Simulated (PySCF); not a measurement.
# C₃H₇FO₂: electronic excitations and core binding energies

What electronic excitations and core binding energies should C₃H₇FO₂ (`COCOCF`) show?

The runs use PySCF 2.14.0, with density-fitted response routines of our own; the level of theory stands in each step. All values are computed, except where a source is named. Atoms count from 0, in the outputs and in this text.

### Step 1. The molecule as given

13 atoms, charge 0, multiplicity 1; geometry from: GFN2-xTB.

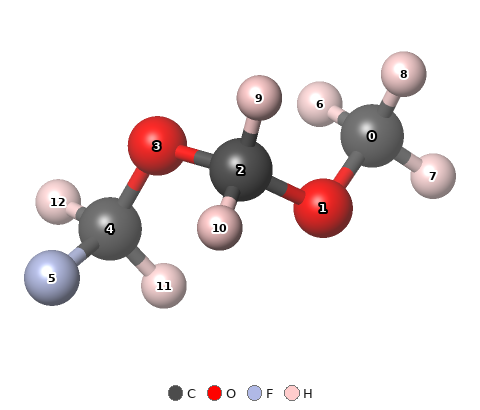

As it starts; carbon dark grey, oxygen red, fluorine light blue, hydrogen pink, atoms numbered.

### Step 2. Excited states and response: wB97X-D/def2-SVPD

Job settings and geometry (Å):

```
{"job": {"kind": "uv", "xc": "wB97X-D", "basis": "def2-SVPD", "nstates": 8, "ntriplets": 3}, "charge": 0, "multiplicity": 1}
C     -1.813497     0.019711    -0.530096
O     -1.049423    -0.175016     0.645308
C      0.102082    -0.920670     0.448728
O      1.080698    -0.233068    -0.310040
C      1.653243     0.830708     0.340300
F      2.545082     0.396137     1.294011
H     -1.229737     0.530910    -1.301054
H     -2.662886     0.634376    -0.242119
H     -2.165352    -0.940370    -0.922896
H     -0.094860    -1.840180    -0.120285
H      0.487159    -1.163694     1.446362
H      0.917844     1.454310     0.870824
H      2.225259     1.407333    -0.393953
```

Method: TDDFT wB97X-D/def2-SVPD, vertical, gas phase, core orbitals frozen in the response.

**Question.** This job is followed by: delta-SCF UKS SCAN, pcX-2 on the ionised atom, pcseg-1 elsewhere, spin-free X2C. What will the session give for the following? lowest singlet (wB97X-D/def2-SVPD); brightest single state of those computed; lowest triplet; C1s binding energies, SCAN/pcX-2; O1s binding energies, SCAN/pcX-2; F1s binding energies, SCAN/pcX-2.

As calculated:

| quantity | value |
| --- | --- |
| lowest singlet (wB97X-D/def2-SVPD) | 8.19 eV (151 nm), f = 0.009 |
| brightest single state of those computed | state 5, 9.24 eV, f = 0.049 |
| lowest triplet | 8.07 eV |
| C1s binding energies, SCAN/pcX-2 | C4 294.58, C2 293.81, C0 292.43 eV |
| O1s binding energies, SCAN/pcX-2 | O3 539.07, O1 538.88 eV |
| F1s binding energies, SCAN/pcX-2 | F5 692.44 eV |

The first singlet state (HOMO→LUMO 0.85) lies at 8.19 eV and is weak; of the 8 states computed, the strongest absorption comes from state 5 at 9.24 eV (the last state computed is bright too, and its partners may lie past the list). The lowest triplet lies 0.12 eV below the lowest singlet (triplets in Tamm-Dancoff, singlets in full TDDFT). C4 (sp3 CH2 bonded to F and O) binds its C1s electron 2.15 eV more tightly than C0 (methyl carbon bonded to O). O3 (ether oxygen) binds its O1s electron 0.19 eV more tightly than O1 (ether oxygen).
